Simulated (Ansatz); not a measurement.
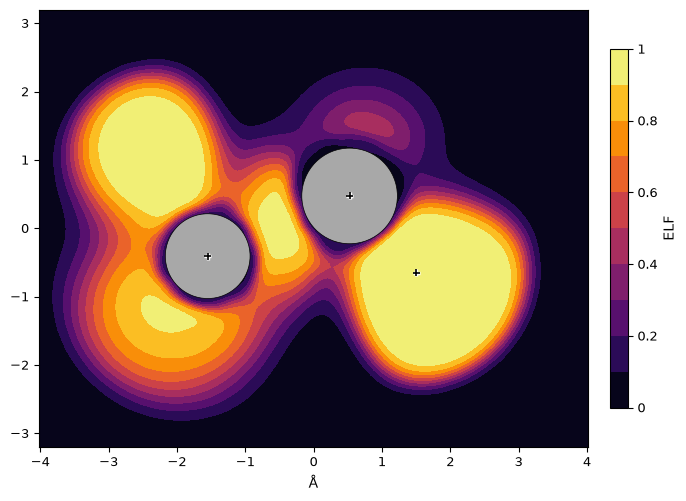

The electron localisation function on a plane through atoms (crosses mark nuclei in the plane; grey discs cover the cores).

Method: Ansatz 0.2.0, RKS PBE0-D4/def2-TZVPP.

Candidates:
A. H$_{5}$PSi (SMILES [SiH3]P)
B. ClF$_{2}$H$_{2}$NSi (SMILES N[Si](F)(F)Cl)
C. AlBrFHS (SMILES [F][Al]([SH])[Br])

Which system is this?

Candidate A: H$_{5}$PSi on the plane of atoms P2, Si1 and H3, which holds Si, P and H. Si–P (2.25 Å): the ELF peaks at about 0.95 between the atoms: a shared electron pair. Si–H (1.49 Å): the ELF climbs to about 1 towards the hydrogen, as it does in any bond to H.
